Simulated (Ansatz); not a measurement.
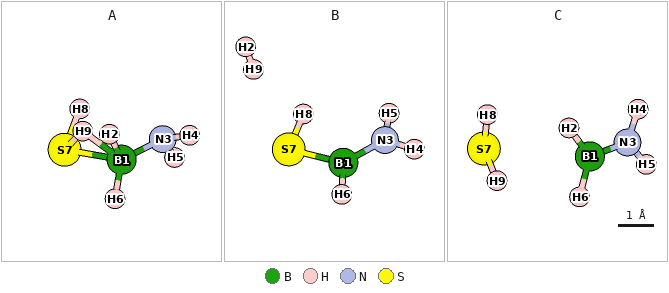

3 geometries from a converged minimum-energy path of BNH6S, made up at the start of BNH4 and H$_{2}$S, shuffled. Style: ball-and-stick. Shown at a tilt.

Theory: Ansatz, RKS PBE/def2-SVP. Set-up: 7 movable images; climbing image; force threshold 0.03 eV/Å; iteration limit 60; starting path through a guess of the saddle point.

> One of them is the converged climbing image. Which?

A. In order along the path, whose images run from 0 to 8: C (image 0, 0.0 kJ/mol), A (image 4, +105.6 kJ/mol), B (image 8, −48.0 kJ/mol). Breaking: B1–H2 (1.22 → 1.32 at the top → 4.58 Å), S7–H9 (1.36 → 1.65 at the top → 3.05 Å). Forming: B1–S7 (3.62 → 2.07 at the top → 1.82 Å), H2–H9 (3.07 → 1.10 at the top → 0.77 Å).

Limits of the set-up: the start holds two separate molecules, 2.6 Å apart at their closest, whose relative position is a soft coordinate and is computed without a dispersion correction.
